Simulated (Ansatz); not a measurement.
```csv
atom,x (Å),y (Å),z (Å)
Sn,-0.7684,1.0555,-0.5520
Si,0.4726,-1.3582,0.3322
H,0.0081,1.8841,-1.8039
H,-1.7350,1.8742,0.5671
H,-1.6946,-0.2386,-1.2376
H,0.7799,0.3550,0.5820
Cl,1.4019,1.8870,1.0517
H,1.6391,-1.6888,1.1885
H,0.6739,-1.8692,-1.0462
H,-0.7776,-1.9011,0.9182
```

A transition-state structure; geometry: PBE0-D4/def2-TZVP; core potentials replace the inner electrons of Sn.

All numbers below come from RKS PBE0-D4/def2-TZVPP in Ansatz 0.2.0.

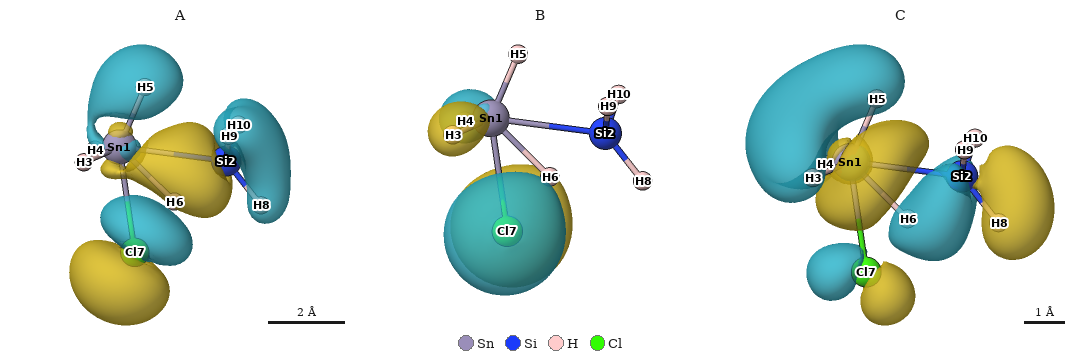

ClH₇SiSn. Three frontier orbitals at ±0.06 Å⁻³ᐟ² (yellow and cyan are the two phases), in no order.

**Order the three orbitals by energy and name them.**

B is the HOMO−1 (−7.97 eV). It lies mainly on Cl7 (about 90 %); largely a lone pair of Cl7. A is the HOMO (−7.15 eV). It lies mainly on Cl7 (about 50 %), Si2 (about 20 %), Sn1 (about 10 %) and H5 (about 5 %). C is the LUMO (−2.10 eV). Its weight (Hirshfeld) is mainly on Sn1 (about 45 %), Si2 (about 20 %), Cl7 (about 10 %) and H6 (about 5 %).

**What is the HOMO–LUMO gap?**

5.05 eV between the orbital energies.
